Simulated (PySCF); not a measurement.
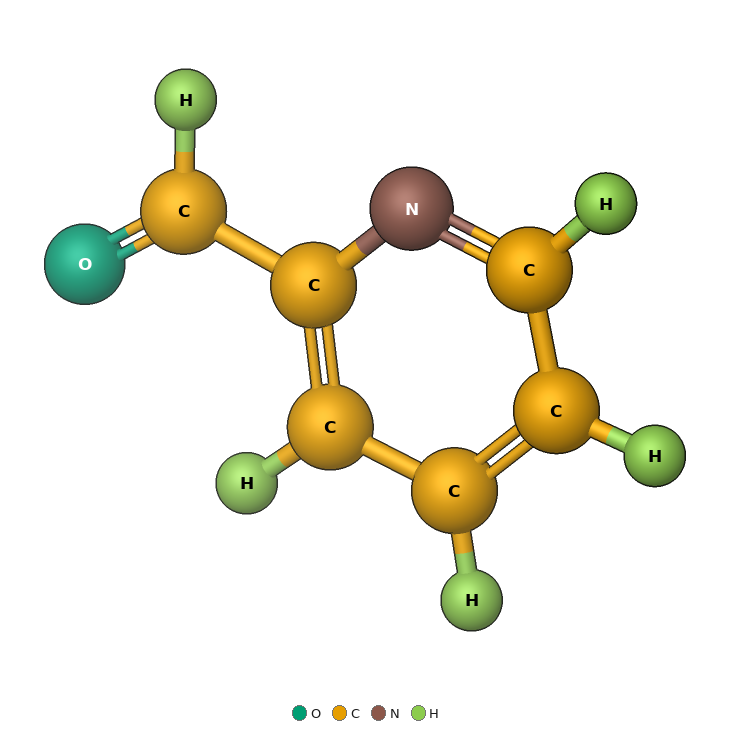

Double and triple bonds are drawn as two and three sticks.

Computed geometry: GFN2-xTB optimisation. No frequency run is at hand to confirm it as a minimum.

**Give the formula.**

C₆H₅NO, 13 atoms: 6 carbon, 5 hydrogen, 1 nitrogen and 1 oxygen.

**Give the symmetry (Schoenflies symbol).**

Cs.

More results for the same structure follow; atom numbers are the same in all pictures, views and colours differ.

## Geometry

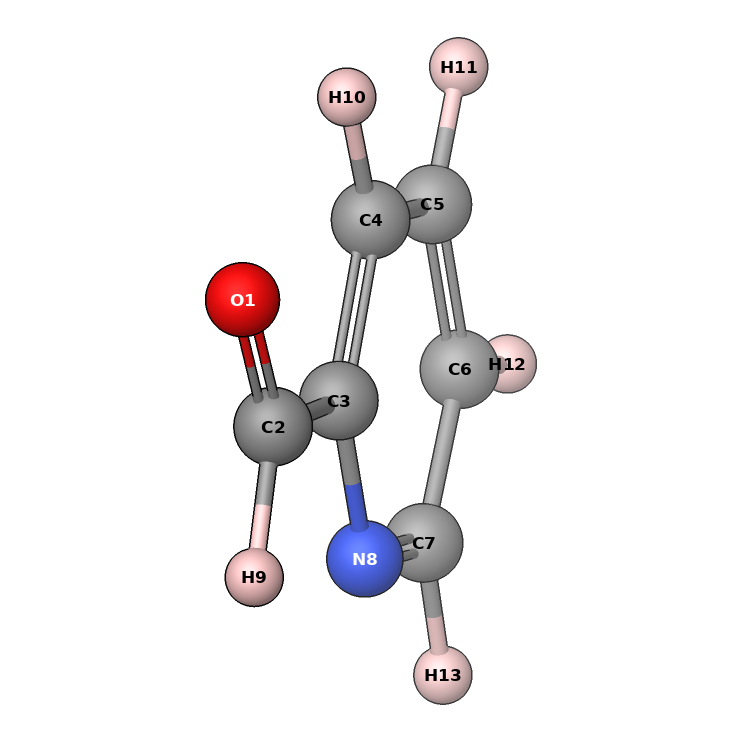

C3 lies behind C2. The molecule seen a little off the C2–C3 bond, C2 in front. Atoms fade into the background with distance from the viewer. No frequency run is at hand to confirm it as a minimum.

**What is the torsion angle O1–C2–C3–N8? The sign is positive where the front bond must turn clockwise to cover the back bond.**

180°, antiperiplanar (anti).

## NMR shielding

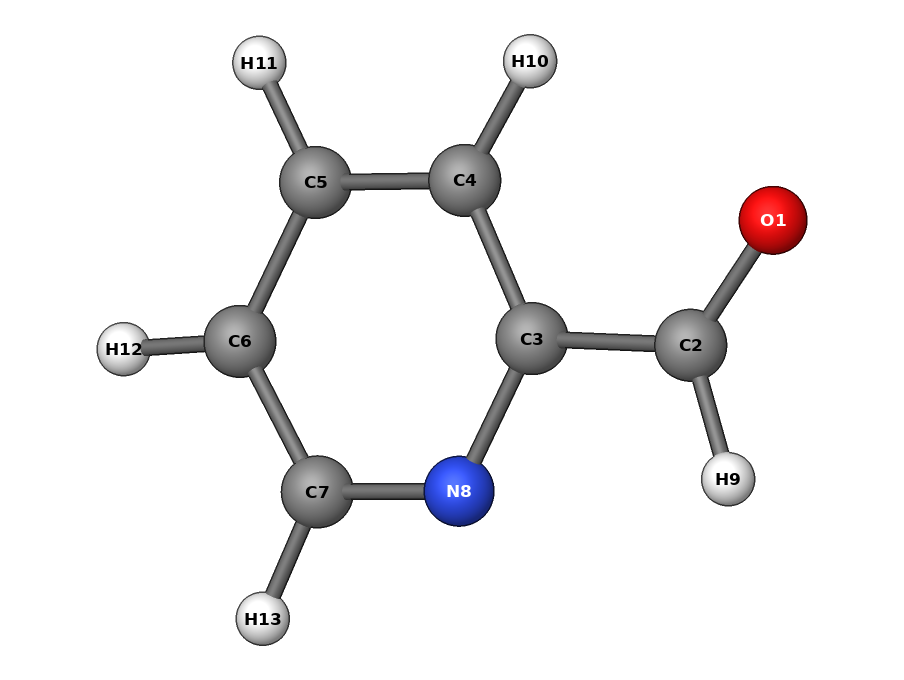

The questions are on isotropic NMR shieldings of the C atoms. No frequency run is at hand to confirm it as a minimum. Properties computed with GIAO PBE0/pcSseg-1 NMR shielding, non-relativistic, gas phase (PySCF 2.14.0).

**Which C atom is the most shielded (lowest chemical shift)?**

C4 (58.5 ppm).

**Which C atom is the least shielded (highest chemical shift)?**

C2 (−14.3 ppm).

**How wide is the range of C shifts?**

72.8 ppm.

List the isotropic NMR shieldings of the C atoms.

| atom | σ (ppm) |
| --- | --- |
| C2 | −14.3 |
| C3 | 29.5 |
| C4 | 58.5 |
| C5 | 44.2 |
| C6 | 53.9 |
| C7 | 31.2 |

## Electronic properties

No frequency run is at hand to confirm it as a minimum. Properties computed with PBE0/pcSseg-1, gas phase (PySCF 2.14.0).

**Estimate the HOMO energy (Kohn–Sham orbital).**

−7.56 eV.

**Estimate the dipole moment.**

3.79 D.

**Estimate the HOMO–LUMO gap.**

5.38 eV.

## Charges

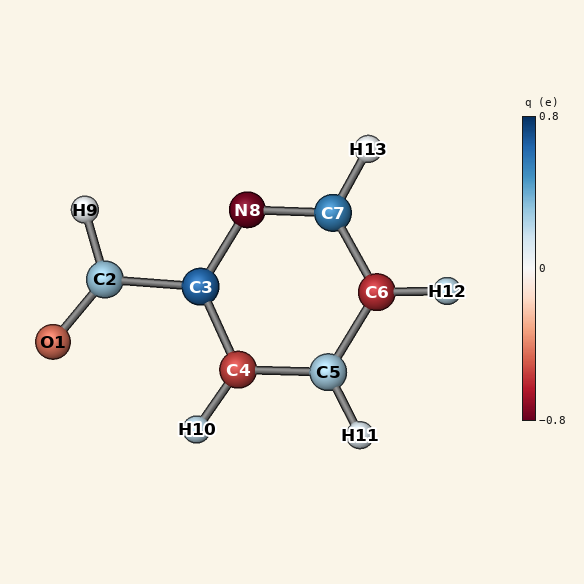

Atoms are coloured by their ESP-fitted charges. No frequency run is at hand to confirm it as a minimum. Properties computed with PBE0/pcSseg-1, gas phase (PySCF 2.14.0).

Give the ESP-fitted charges atom by atom.

```
atom  value (e)
  O1      −0.43
  C2       0.30
  C3       0.63
  C4      −0.54
  C5       0.27
  C6      −0.58
  C7       0.53
  N8      −0.76
  H9       0.03
 H10       0.21
 H11       0.09
 H12       0.22
 H13       0.04
```
